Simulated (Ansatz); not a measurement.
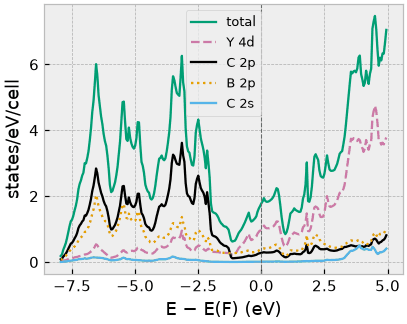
*Total and projected density of states of YB$_{2}$C$_{2}$ in space group P4/mbm (No. 127; Y on 2a, B on 4h, C on 4h), PBEsol (plane waves, PAW; program Ansatz)*

Question: Which orbitals carry the states next to the Fermi level?

Answer: Within 0.5 eV of the Fermi level: Y 4d 56 %, B 2p 23 %, C 2p 15 %. Projections are on Löwdin-orthogonalised atomic valence shells; empty p or d shells of many metals are not among them.

Question: Where is the tallest occupied peak in this window, and what makes it?

Answer: Near -3.1 eV, about 6.3 states/eV per cell; the largest projected share is C 2p.

The first step of the workflow began from a Materials Project structure, measured or hypothetical; the Crystallography Open Database copy checked does not list it. With B and C taken as one species the cell has the higher symmetry P4/mmm, so it may be an ordered model of a mixed-site phase. Whether it is the stable phase at ambient conditions was not checked. Symmetry was held in the PBEsol relaxation; whether a distortion lowers the energy is not shown. No spin polarisation was allowed. Scalar-relativistic: spin–orbit coupling is off unless named, which matters more the heavier the elements.

Potentials: the later of the program's two PAW sets.
